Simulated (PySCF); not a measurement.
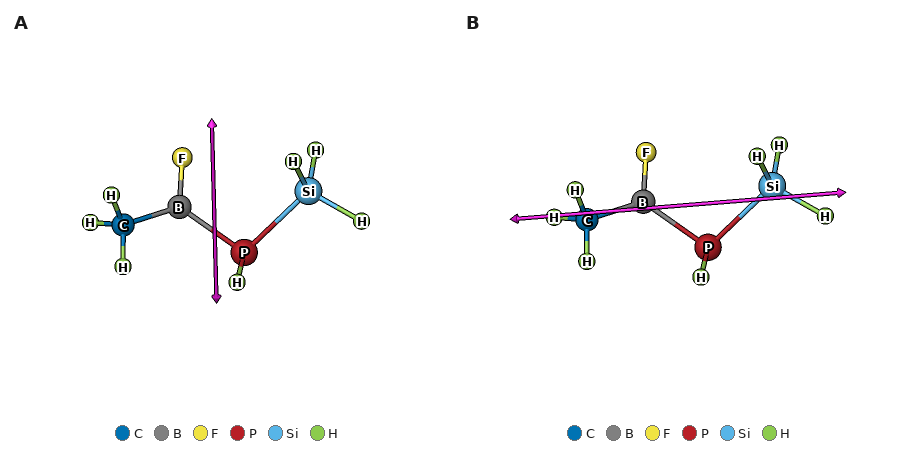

The double arrows show the directions of two transition dipoles from the ground state (lengths mean nothing). The computed structure is the end point of a PBE0-D3(BJ)/def2-SVP optimisation. No frequency run is at hand to confirm it as a minimum. Properties computed with TDDFT CAM-B3LYP/def2-SVPD, vertical, gas phase, core orbitals frozen in the response (PySCF 2.14.0).

Question. One belongs to singlet state 3 and one to singlet state 4. Which is which?

Answer. A: state 4, 6.71 eV (185 nm), oscillator strength 0.086, mainly HOMO → LUMO+2 (weight 0.76).
B: state 3, 6.36 eV (195 nm), oscillator strength 0.089, mainly HOMO−1 → LUMO (weight 0.65).
